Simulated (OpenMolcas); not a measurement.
# A workflow on C3H9B (trimethylborane)

Wanted: a single-point energy (HF/ANO-RCC-MB), then the energy (CASSCF(2,2)/ANO-RCC-VDZP), then an energy scan (CASPT2(2,2)/ANO-RCC-VDZP), then an energy scan (SC-NEVPT2(2,2)/ANO-RCC-VDZP), then the energy along one coordinate (MC-PDFT[tPBE](2,2)/ANO-RCC-VDZP) of C3H9B (trimethylborane). 

Program for the calculation: OpenMolcas 26.06.

### 1 The structure to begin with

The species is C3H9B (13 atoms), meant as a singlet with charge 0. As SMILES, `CB(C)C`. Geometry: relaxed at PBE0-D4/def2-TZVP.

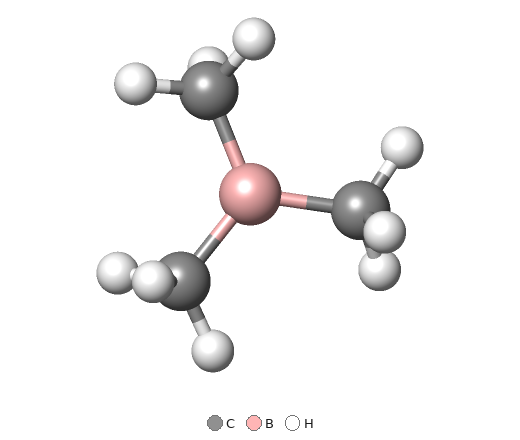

The structure, seen from a chosen angle (carbon grey, boron pink, hydrogen white).

### 2 The energy at HF/ANO-RCC-MB (DKH2) (run 1)

geom.xyz

```xyz
13

C     -0.854410     1.203250    -0.526250
B      0.009670    -0.001820    -0.012960
C      1.025940     0.218020     1.160910
C     -0.157970    -1.424520    -0.651290
H     -1.389200     1.030580    -1.462480
H     -0.260570     2.119020    -0.618160
H     -1.603200     1.429680     0.246020
H      1.086650    -0.636310     1.841660
H      0.876090     1.133000     1.738570
H      2.022550     0.291940     0.699870
H     -0.238440    -1.389520    -1.742070
H     -1.123710    -1.821720    -0.305050
H      0.606590    -2.151600    -0.368790
```

step1.input

```
>>> EXPORT MOLCAS_PRINT=2

&gateway
  coord
  geom.xyz
  basis
  ANO-RCC-MB
  group
  NoSym

&seward

&scf
  prorbitals
  0

&localisation
  occupied
  freeze
  pipek-mezey

&localisation
  fileorb
  $Project.LocOrb
  virtual
  pipek-mezey
```

The run is started by

```
$ export MOLCAS_MEM=1860
$ pymolcas step1.input > step1.log
```

Standard output:

```text
--- Start Module: gateway ---
[...]
--- Stop Module: gateway /rc=_RC_ALL_IS_WELL_ ---
[...]
      Basis functions           29
[...]
       Convergence after   9 Iterations
[...]
::    Total SCF energy                               -143.4388436813
[...]
      Total spin, S                                     0.0000000000
[...]
      Total electronic charge=   32.000000
      Total            charge=   -0.000000
[...]
      Dipole Moment (debye):
      Origin of the operator (angstrom)=    0.0044   -0.0010   -0.0056
                   X= -4.2323E-02               Y=  1.3794E-02               Z=  5.3337E-02           Total=  6.9472E-02
      Quadrupole Moment (debye*angstrom):
[...]
--- Start Module: localisation ---
[...]
--- Stop Module: localisation /rc=_RC_ALL_IS_WELL_ ---
--- Start Module: localisation ---
[...]
--- Stop Module: localisation /rc=_RC_ALL_IS_WELL_ ---
[...]
```

It took 6.6 s on 1 thread of Intel Xeon Platinum 8259CL at 2.50GHz (Skylake/Cascade Lake), shared host; peak memory 0.38 GiB.

### 3 The energy at CASSCF(2,2)/ANO-RCC-VDZP (DKH2, RICD fitting) (run 2)

geom.xyz is that of step 2.

step2.input

```
&GATEWAY
 Coord=geom.xyz
 Basis=ANO-RCC-MB
 Group=NoSym

&SEWARD

&RASSCF
 FileOrb=$CurrDir/step1.LocOrb
 Alter=2
 1 5 16
 1 17 19
 Spin=1
 Nactel=2 0 0
 Inactive=15
 Ras2=2
 OrbListing=Nothing
>>> COPY $Project.RunFile RUNFIL1
>>> COPY $Project.RasOrb INPORB

&GATEWAY
 Coord=geom.xyz
 Basis=ANO-RCC-VDZP
 Group=NoSym
 RICD

&SEWARD
>>> COPY $Project.RunFile RUNFIL2

&EXPBAS

&RASSCF
 FileOrb=$Project.ExpOrb
 Spin=1
 Nactel=2 0 0
 Inactive=15
 Ras2=2
 OrbListing=Nothing
 OrbAppear=Compact
```

The run is started by

```
$ export MOLCAS_MEM=1860
$ pymolcas step2.input > step2.log
```

Standard output:

```text
--- Start Module: gateway ---
[...]
      Basis functions           29
[...]
      Number of active orbitals                  2
[...]
      Spin quantum number                      0.0
[...]
      Active orbitals                            2
[...]
      Number of CSFs                             3
[...]
      Number of root(s) required                 1
[...]
      Convergence after  8 iterations
[...]
      printout of CI-coefficients larger than  0.05 for root  1
      energy=    -143.453179
      conf/sym  11     Coeff  Weight
             1  20   0.99552 0.99106
             3  02  -0.09455 0.00894
      Natural orbitals and occupation numbers for root  1
      sym 1:   1.982122   0.017878
      ************************************************************************************************************************
      *                                                    Final results                                                     *
[...]
::    RASSCF root number  1 Total energy:   -143.45317884
[...]
      Basis functions          101
[...]
      Convergence after 13 iterations
[...]
      Natural orbitals and occupation numbers for root  1
      sym 1:   1.982712   0.017288
      ************************************************************************************************************************
      *                                                    Final results                                                     *
[...]
::    RASSCF root number  1 Total energy:   -143.66055804
[...]
      Total electronic charge=   32.000000
      Total            charge=   -0.000000
[...]
      Dipole Moment (debye):
      Origin of the operator (angstrom)=    0.0044   -0.0010   -0.0056
                   X= -1.0956E-02               Y=  5.5093E-03               Z=  3.0374E-02           Total=  3.2756E-02
      Quadrupole Moment (debye*angstrom):
[...]
```

Run time: 18 s. Hardware: 1 thread of Intel Xeon Platinum 8259CL at 2.50GHz (Skylake/Cascade Lake), shared host; peak memory 0.38 GiB.

### 4 The energy along one coordinate at CASPT2(2,2)/ANO-RCC-VDZP (DKH2, RICD fitting, ipea shift 0.25 Eh, pt2 variant SS) (run 3)

step3.inp

```
>>> COPY $CurrDir/step2.RasOrb $Project.RasOrb
>>> ForEach K in (1, 2, 3, 4, 5, 6, 7, 8, 9)

&GATEWAY
 Coord
 $CurrDir/point$K.xyz
 Basis
 ANO-RCC-VDZP
 Group
 NoSym
 RICD

&SEWARD

&RASSCF
 FileOrb
 $Project.RasOrb
 Spin
 1
 Nactel
 2 0 0
 Inactive
 15
 Ras2
 2
 OrbListing
 Nothing
 OrbAppear
 Compact

&CASPT2
 Imaginary
 0.2
 Frozen
 4
>>> EndDo
```

The run is started by

```
$ export MOLCAS_MEM=1860
$ pymolcas step3.inp > step3.log
```

Standard output:

```text
[...]
      Basis functions          101
[...]
      Number of active orbitals                  2
[...]
      Spin quantum number                      0.0
[...]
      Active orbitals                            2
[...]
      Number of CSFs                             3
[...]
      Number of root(s) required                 1
[...]
      Convergence after 10 iterations
[...]
      printout of CI-coefficients larger than  0.05 for root  1
      energy=    -143.649563
      conf/sym  11     Coeff  Weight
             1  20   0.99698 0.99396
             3  02  -0.07772 0.00604
      Natural orbitals and occupation numbers for root  1
      sym 1:   1.987921   0.012079
      ************************************************************************************************************************
      *                                                    Final results                                                     *
[...]
::    RASSCF root number  1 Total energy:   -143.64956340
[...]
::    CASPT2 Root  1     Total energy:   -144.17462258
[...]
      Convergence after 10 iterations
[...]
      Natural orbitals and occupation numbers for root  1
      sym 1:   1.982709   0.017291
      ************************************************************************************************************************
      *                                                    Final results                                                     *
[...]
      Convergence after 11 iterations
[...]
      Convergence after 10 iterations
[...]
      Convergence after  9 iterations
[...]
::    RASSCF root number  1 Total energy:   -143.50937670
[...]
::    CASPT2 Root  1     Total energy:   -144.02132561
[...]
      Convergence after  8 iterations
[...]
::    RASSCF root number  1 Total energy:   -143.49872717
[...]
      Reference weight:           0.84625
[...]
::    CASPT2 Root  1     Total energy:   -144.00843198
[...]
```

It took 1.9 min on 1 thread of Intel Xeon Platinum 8259CL at 2.50GHz (Skylake/Cascade Lake), shared host; peak memory 0.085 GiB.

The scan, from its lowest point:

| H5–C1 (Å) | energy (kJ/mol) |
| --- | --- |
| 0.983 | 26.5 |
| 1.092 | 0.0 |
| 1.201 | 13.6 |
| 1.365 | 69.3 |
| 1.583 | 162.2 |
| 1.856 | 268.4 |
| 2.184 | 361.0 |
| 2.621 | 428.9 |
| 3.276 | 462.8 |

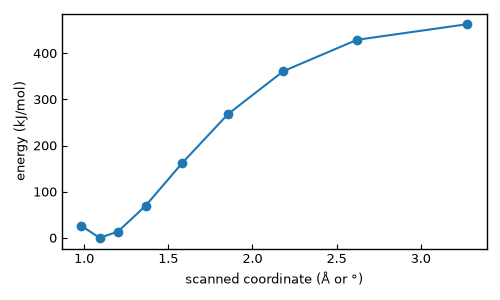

Energy along the scan.

### 5 The energy along one coordinate at SC-NEVPT2(2,2)/ANO-RCC-VDZP (DKH2, RICD fitting, pt2 variant SC-NEVPT2) (run 4)

step4.input

```
* C3H9B NEVPT2
>>> COPY $CurrDir/step2.RasOrb $Project.RasOrb
>>> ForEach K in (1, 2, 3, 4, 5, 6, 7, 8, 9)
&GATEWAY
Coord=$CurrDir/point$K.xyz
Basis=ANO-RCC-VDZP
Group=NoSym
RICD
&SEWARD
&RASSCF
FileOrb=$Project.RasOrb
Spin=1
Nactel=2 0 0
Inactive=15
Ras2=2
OrbListing=Nothing
OrbAppear=Compact
&CASPT2
SC-NEVPT2
Frozen=4
>>> EndDo
```

The run is started by

```
$ export MOLCAS_MEM=1860
$ pymolcas step4.input > step4.log
```

Standard output:

```text
--- Start Module: gateway ---
[...]
      Basis functions          101
[...]
      Number of active orbitals                  2
[...]
      Spin quantum number                      0.0
[...]
      Active orbitals                            2
[...]
      Number of CSFs                             3
[...]
      Number of root(s) required                 1
[...]
      Convergence after 10 iterations
[...]
      printout of CI-coefficients larger than  0.05 for root  1
      energy=    -143.649563
      conf/sym  11     Coeff  Weight
             1  20   0.99698 0.99396
             3  02  -0.07772 0.00604
      Natural orbitals and occupation numbers for root  1
      sym 1:   1.987921   0.012079
      ************************************************************************************************************************
      *                                                    Final results                                                     *
[...]
::    RASSCF root number  1 Total energy:   -143.64956340
[...]
::    SC-NEVPT2 Root  1     Total energy:   -144.17124056
[...]
      Convergence after 10 iterations
[...]
      Natural orbitals and occupation numbers for root  1
      sym 1:   1.982709   0.017291
      ************************************************************************************************************************
      *                                                    Final results                                                     *
[...]
      Convergence after 11 iterations
[...]
      Convergence after 10 iterations
[...]
      Convergence after  9 iterations
[...]
::    RASSCF root number  1 Total energy:   -143.50937670
[...]
::    SC-NEVPT2 Root  1     Total energy:   -144.01830215
[...]
      Convergence after  8 iterations
[...]
::    RASSCF root number  1 Total energy:   -143.49872717
[...]
::    SC-NEVPT2 Root  1     Total energy:   -144.00567315
[...]
```

Run time: 1.9 min. Hardware: 1 thread of Intel Xeon Platinum 8259CL at 2.50GHz (Skylake/Cascade Lake), shared host; peak memory 0.085 GiB.

The scan, from its lowest point:

| H5–C1 (Å) | energy (kJ/mol) |
| --- | --- |
| 0.983 | 27.4 |
| 1.092 | 0.0 |
| 1.201 | 12.7 |
| 1.365 | 67.5 |
| 1.583 | 159.9 |
| 1.856 | 266.7 |
| 2.184 | 360.4 |
| 2.621 | 428.9 |
| 3.276 | 462.1 |

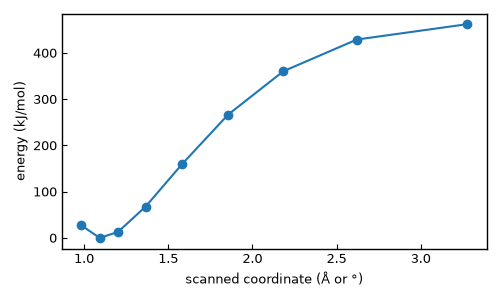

Energy along the scan.

### 6 An energy scan at MC-PDFT[tPBE](2,2)/ANO-RCC-VDZP (DKH2, RICD fitting) (run 5)

step5.inp

```
* C3H9B MC-PDFT
>>> COPY $CurrDir/step2.RasOrb $Project.RasOrb
>>> ForEach K in (1, 2, 3, 4, 5, 6, 7, 8, 9)

&GATEWAY
 Coord=$CurrDir/point$K.xyz
 Basis=ANO-RCC-VDZP
 Group=NoSym
 RICD

&SEWARD

&RASSCF
 FileOrb=$Project.RasOrb
 Spin=1
 Nactel=2 0 0
 Inactive=15
 Ras2=2
 OrbListing=Nothing
 OrbAppear=Compact

&MCPDFT
 KSDFT=T:PBE
>>> EndDo
```

The run is started by

```
$ export MOLCAS_MEM=1860
$ pymolcas step5.inp > step5.log
```

Standard output:

```text
--- Start Module: gateway ---
[...]
      Basis functions          101
[...]
      Number of active orbitals                  2
[...]
      Spin quantum number                      0.0
[...]
      Active orbitals                            2
[...]
      Number of CSFs                             3
[...]
      Number of root(s) required                 1
[...]
      Convergence after 10 iterations
[...]
      printout of CI-coefficients larger than  0.05 for root  1
      energy=    -143.649563
      conf/sym  11     Coeff  Weight
             1  20   0.99698 0.99396
             3  02  -0.07772 0.00604
      Natural orbitals and occupation numbers for root  1
      sym 1:   1.987921   0.012079
      ************************************************************************************************************************
      *                                                    Final results                                                     *
[...]
::    RASSCF root number  1 Total energy:   -143.64956340
[...]
::    MCPDFT root number  1 Total energy:   -144.43860205
[...]
      Convergence after 10 iterations
[...]
      Natural orbitals and occupation numbers for root  1
      sym 1:   1.982709   0.017291
      ************************************************************************************************************************
      *                                                    Final results                                                     *
[...]
      Convergence after 11 iterations
[...]
      Convergence after 10 iterations
[...]
      Convergence after  9 iterations
[...]
::    RASSCF root number  1 Total energy:   -143.50937670
[...]
::    MCPDFT root number  1 Total energy:   -144.27662054
[...]
      Convergence after  8 iterations
[...]
::    RASSCF root number  1 Total energy:   -143.49872717
[...]
::    MCPDFT root number  1 Total energy:   -144.26249256
[...]
```

It took 2.1 min on 1 thread of Intel Xeon Platinum 8259CL at 2.50GHz (Skylake/Cascade Lake), shared host; peak memory 0.085 GiB.

The scan, from its lowest point:

| H5–C1 (Å) | energy (kJ/mol) |
| --- | --- |
| 0.983 | 26.6 |
| 1.092 | 0.0 |
| 1.201 | 13.3 |
| 1.365 | 68.6 |
| 1.583 | 162.4 |
| 1.856 | 272.9 |
| 2.184 | 373.9 |
| 2.621 | 451.8 |
| 3.276 | 488.9 |

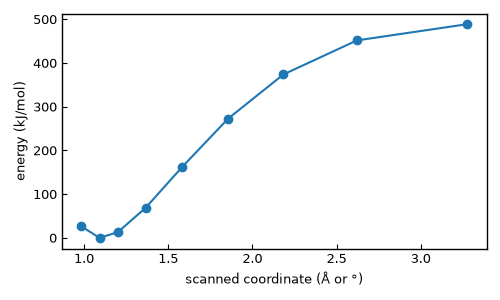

Energy along the scan.

### 7 Summary of results

```
                                                         quantity          value
                               run 1, HF/ANO-RCC-MB: total energy  -143.43884 Eh
                              run 1, HF/ANO-RCC-MB: dipole moment         0.07 D
                                run 1, HF/ANO-RCC-MB: HOMO energy      -13.27 eV
                                run 1, HF/ANO-RCC-MB: LUMO energy        3.59 eV
                              run 1, HF/ANO-RCC-MB: HOMO–LUMO gap       16.86 eV
                    run 2, CASSCF(2,2)/ANO-RCC-VDZP: total energy  -143.66056 Eh
  run 2, CASSCF(2,2)/ANO-RCC-VDZP: dipole moment (CASSCF density)         0.03 D
       run 3, CASPT2(2,2)/ANO-RCC-VDZP: lowest energy of the scan  -144.18470 Eh
    run 4, SC-NEVPT2(2,2)/ANO-RCC-VDZP: lowest energy of the scan  -144.18168 Eh
run 5, MC-PDFT[tPBE](2,2)/ANO-RCC-VDZP: lowest energy of the scan  -144.44872 Eh
```

**Reading.** Mulliken charges (run 1, HF/ANO-RCC-MB) run from -0.64 on C4 to +0.53 on B2.
